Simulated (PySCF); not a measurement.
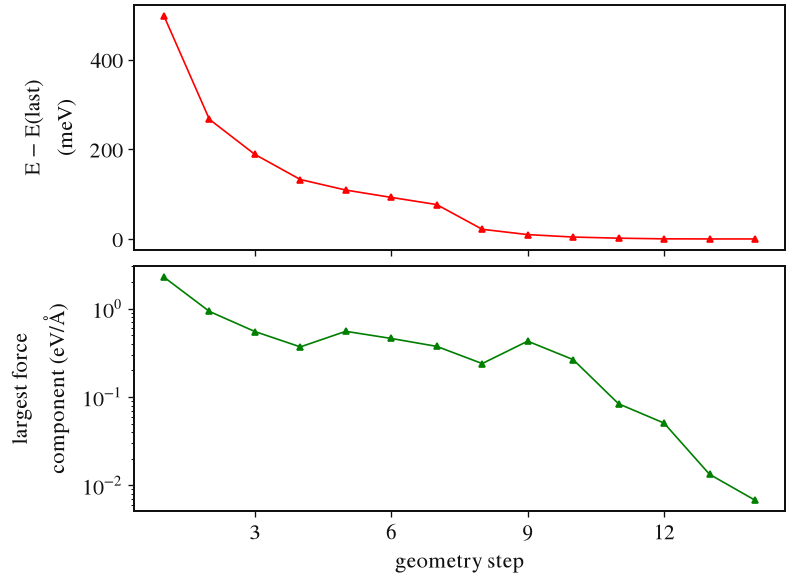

History of a geometry optimisation. The start has point group C2, which is kept. A held symmetry can leave a saddle point.

System: Tc(OH)2 molecule, multiplicity 4.
Method: UKS-based B3LYP, Tc def2-SVP with ECP28, O def2-SVP, H def2-SVP; non-relativistic Hamiltonian with scalar-relativistic core potentials; density fitting in PySCF.

> How did it end, and what did it gain?

The optimisation met its thresholds at geometry 14, counting the start as the first. The energy fell by about 500 meV from the first step to the last. The largest force component goes from about 2.3 eV/Å at the start to 7 × 10⁻³ eV/Å at the end.

> By which step was nine tenths of the energy gained?

By step 8 of 14.
